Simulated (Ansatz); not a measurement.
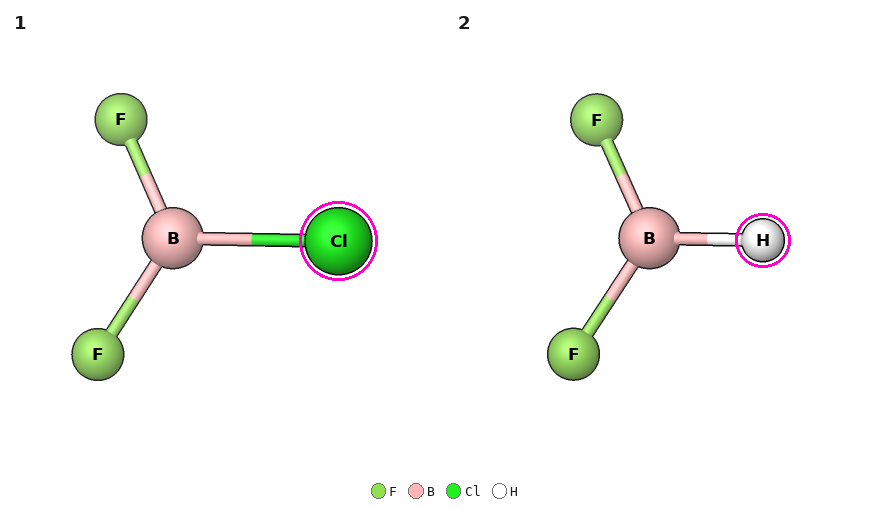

2 molecules with one skeleton, seen from the same side and at one scale; the atom that differs is circled. Each species is neutral and a spin singlet. Computed geometries: PBE0-D4/def2-TZVP optimisations, one conformation each. Properties computed with Ansatz 0.2.0.

One atom differs, called X below: Cl in panel 1, H in panel 2. Their formulas are BClF2 (`FB(F)Cl`), BF2H (`FBF`).

> In which is the dipole moment larger (ωB97M-V/def2-TZVPP)?

In panel 2 (X = H).

> In which is the harmonic zero-point energy higher (PBE0-D4/def2-TZVP)?

In panel 2 (X = H).

Give the values. With PBE0-D4/def2-TZVP: length of X–B (Å), mean angle F–B–X (°), harmonic zero-point energy (kJ/mol), harmonic X–B stretching wavenumber (cm⁻¹). With PBE0-D4/def2-QZVPP: HOMO energy (Kohn–Sham orbital) (eV), HOMO–LUMO gap (eV). With ωB97M-V/def2-TZVPP: dipole moment (D), vertical ionisation energy (eV).

| quantity | 1 (Cl) | 2 (H) | 2 − 1 |
| --- | --- | --- | --- |
| length of X–B (Å) | 1.740 | 1.191 | −0.549 |
| mean angle F–B–X (°) | 120.5 | 121.0 | +0.5 |
| HOMO energy (Kohn–Sham orbital) (eV) | −9.94 | −10.88 | −0.94 |
| HOMO–LUMO gap (eV) | 9.67 | 10.48 | +0.81 |
| dipole moment (D) | 0.27 | 0.87 | +0.60 |
| vertical ionisation energy (eV) | 12.87 | 14.17 | +1.30 |
| harmonic zero-point energy (kJ/mol) | 28.6 | 47.1 | +18.5 |
| harmonic X–B stretching wavenumber (cm⁻¹) | 1261 | 2694 | +1433 |
